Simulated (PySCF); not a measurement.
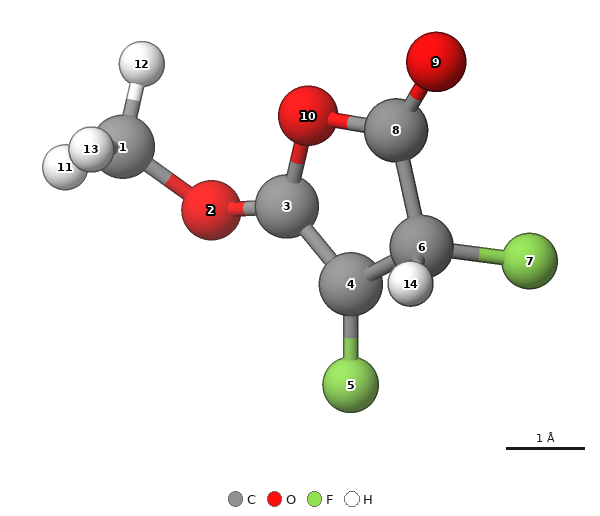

The input geometry (ball-and-stick view, seen at a tilt; atoms are numbered from 1 in the order of the input). Bond lengths as drawn: C–C 1.36 to 1.55 Å, C–F 1.35 to 1.45 Å, C–H 1.09 to 1.11 Å and C–O 1.18 to 1.42 Å.

# NMR shielding calculation, with input and output: C₅H₄F₂O₃

The run: NMR shielding calculation of C₅H₄F₂O₃. Method and program: GIAO PBE0/pcSseg-1 NMR shielding, non-relativistic, gas phase (PySCF 2.14.0).

The geometry comes from this level: GFN2-xTB, MD frame at 250 fs, 200 K. It belongs to a series of runs on one base structure; here: MD frame at 250 fs, 200 K. Figures and captions count atoms from 1; the log counts them from 0 in places.

The input:
```
{"job": {"kind": "nmr", "xc": "PBE0", "basis": "pcSseg-1", "pop": false}, "charge": 0, "multiplicity": 1}
C     -2.593100    -0.918600    -0.395200
O     -1.477100    -0.288800    -1.007600
C     -0.322200    -0.172700    -0.321200
C      0.943200    -0.166200    -0.822700
F      1.363100    -0.361500    -2.094200
C      1.922300    -0.034700     0.287100
F      2.808300     1.101100     0.121800
C      0.964800     0.238200     1.469000
O      1.217600     0.528000     2.586700
O     -0.339900    -0.004600     1.039900
H     -3.385000    -1.061600    -1.125100
H     -3.018500    -0.289200     0.416100
H     -2.319700    -1.860600     0.099100
H      2.566700    -0.908900     0.431900
```

The first line tells a small driver script what to run in PySCF; the rest is the geometry in Å.

Machine: 1 CPU thread, shared host.

Command:
```bash
OMP_NUM_THREADS=1 python <driver script> task.json out
```

What the program printed:
```
coarse grid: 13344 points
cycle   1  E = -617.1649326632  dE =  1.916e+00  |g| = 1.187e+00  |ddm| = 3.546e+00
cycle   2  E = -616.3788693921  dE =  7.861e-01  |g| = 2.413e+00  |ddm| = 2.349e+00
cycle   3  E = -617.4048607393  dE = -1.026e+00  |g| = 2.823e-01  |ddm| = 1.717e+00
cycle   4  E = -617.4153382129  dE = -1.048e-02  |g| = 1.551e-01  |ddm| = 2.570e-01
cycle   5  E = -617.4192583457  dE = -3.920e-03  |g| = 2.761e-02  |ddm| = 9.575e-02
cycle   6  E = -617.4193913200  dE = -1.330e-04  |g| = 1.380e-02  |ddm| = 3.101e-02
cycle   7  E = -617.4194341220  dE = -4.280e-05  |g| = 2.934e-03  |ddm| = 1.222e-02
cycle   8  E = -617.4194357061  dE = -1.584e-06  |g| = 1.104e-03  |ddm| = 2.711e-03
final grid: 134360 points
cycle   9  E = -617.5240345100  dE = -2.579e-05  |g| = 1.634e-02  |ddm| = 2.730e-02
cycle  10  E = -617.5239452651  dE =  8.924e-05  |g| = 2.793e-02  |ddm| = 2.559e-02
cycle  11  E = -617.5240794346  dE = -1.342e-04  |g| = 2.942e-03  |ddm| = 1.716e-02
cycle  12  E = -617.5240810908  dE = -1.656e-06  |g| = 5.211e-04  |ddm| = 2.003e-03
cycle  13  E = -617.5240811264  dE = -3.559e-08  |g| = 2.449e-04  |ddm| = 4.608e-04
cycle  14  E = -617.5240811379  dE = -1.150e-08  |g| = 7.073e-05  |ddm| = 2.058e-04
cycle  15  E = -617.5240811390  dE = -1.074e-09  |g| = 2.213e-05  |ddm| = 7.447e-05
cycle  16  E = -617.5240811391  dE = -1.032e-10  |g| = 5.181e-06  |ddm| = 2.172e-05
```

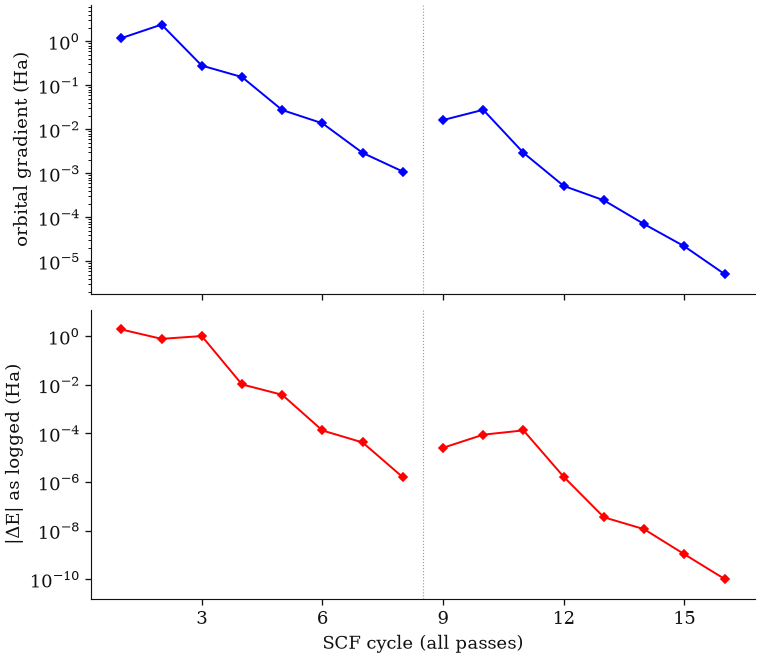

Convergence of the self-consistent field: orbital gradient and size of the energy change against the SCF cycle. The dotted line marks the change from a coarse to the final integration grid. The first 8 cycles use a coarse grid, the final grid takes over at cycle 9, and the field converges after 16 cycles in all.

```
converged SCF energy = -617.5240811391

GIAO shielding tensors (ppm)
atom      isotropic    diamagn.    paramagn.     s11        s22        s33       span
  0 C      129.000     243.559    -114.559     98.415    103.744    184.842     86.427
  1 O      244.671     394.196    -149.525    167.775    265.479    300.758    132.984
  2 C       28.531     253.780    -225.249    -53.213     62.058     76.750    129.963
  3 C       51.827     249.131    -197.304      4.989     74.409     76.082     71.093
  4 F      364.552     470.895    -106.343    325.494    330.951    437.212    111.718
  5 C       92.067     253.249    -161.182     54.601     91.446    130.153     75.553
  6 F      352.409     468.942    -116.533    305.616    327.943    423.668    118.053
  7 C       18.707     247.449    -228.742    -93.440     55.117     94.444    187.884
  8 O     -152.339     395.234    -547.573   -475.579   -284.541    303.103    778.681
  9 O       89.010     405.241    -316.231    -73.793    146.453    194.371    268.164
 10 H       27.563      26.874       0.689     24.020     25.173     33.495      9.475
 11 H       27.241      28.430      -1.189     23.266     25.553     32.904      9.637
 12 H       27.897      28.341      -0.445     24.475     25.390     33.826      9.351
 13 H       25.472      27.906      -2.434     22.049     26.150     28.219      6.170
```

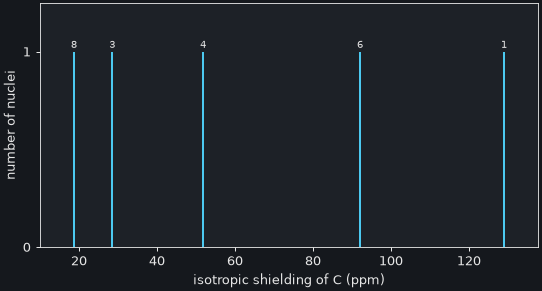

Isotropic shieldings of the carbon nuclei in this fixed geometry, labelled by atom number; shielding grows to the right, so chemical shift grows to the left. The least shielded is C8 (18.7 ppm), the most shielded C1 (129.0 ppm).

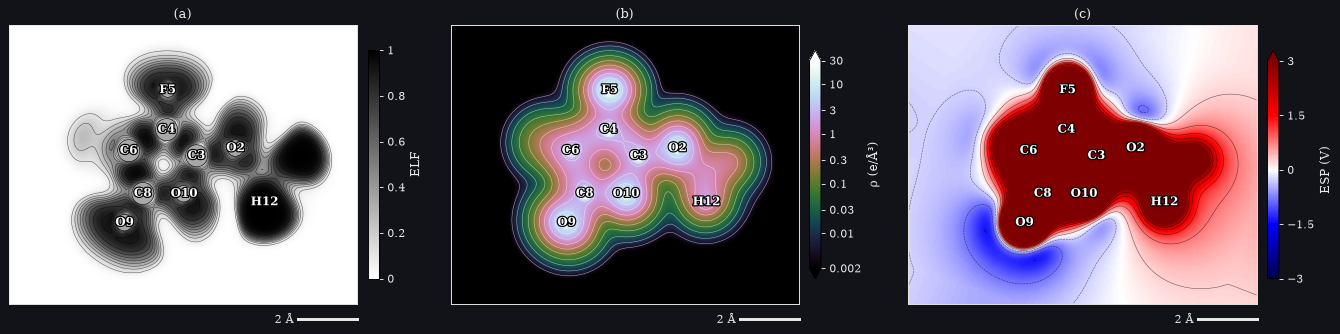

(a) electron localisation function; (b) total electron density; (c) electrostatic potential on the plane of atoms C3, C4 and F5. Grey discs, where drawn, cover atomic cores. Atoms in the plane: O, C, F and H. C–O (1.18 Å): ρ is about 3.5 e/Å³ halfway; the ELF peaks at about 0.85 between the atoms; a multiple bond by its length, whose ELF region spreads away from the axis. C–C (1.36 Å): ρ is about 2.2 e/Å³ halfway; the ELF peaks at about 0.95 between the atoms, which marks a covalent bond.

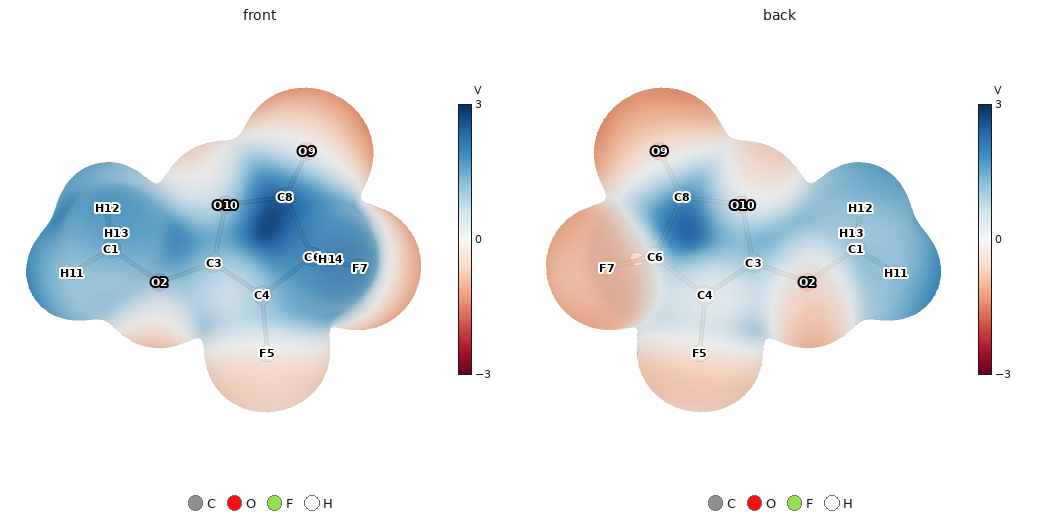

The electrostatic potential painted on the density surface at 0.004 e/bohr³, seen face on and from behind; the colour scale runs from red (negative) to blue (positive).

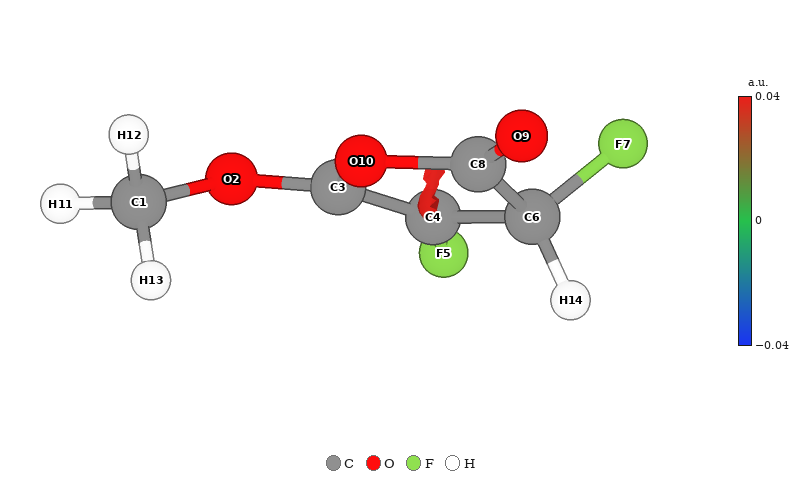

Non-covalent interaction (NCI) plot: the surface where the reduced density gradient is 0.4, for densities under 0.05 a.u., coloured by sign(λ₂)ρ; seen from the side.

Key numbers:

```json
{"quantity": "outcome", "value": "converged"}
{"quantity": "total energy", "value": "−617.524081 hartree"}
{"quantity": "HOMO", "value": "−7.14 eV"}
{"quantity": "LUMO", "value": "−1.83 eV"}
{"quantity": "dipole moment", "value": "4.23 D"}
{"quantity": "isotropic shielding, C", "value": "18.7 to 129.0 ppm"}
{"quantity": "isotropic shielding, O", "value": "−152.3 to 244.7 ppm"}
{"quantity": "isotropic shielding, F", "value": "352.4 to 364.6 ppm"}
{"quantity": "isotropic shielding, H", "value": "25.5 to 27.9 ppm"}
{"quantity": "wall time", "value": "1.7 min"}
{"quantity": "peak memory", "value": "0.92 GiB"}
```
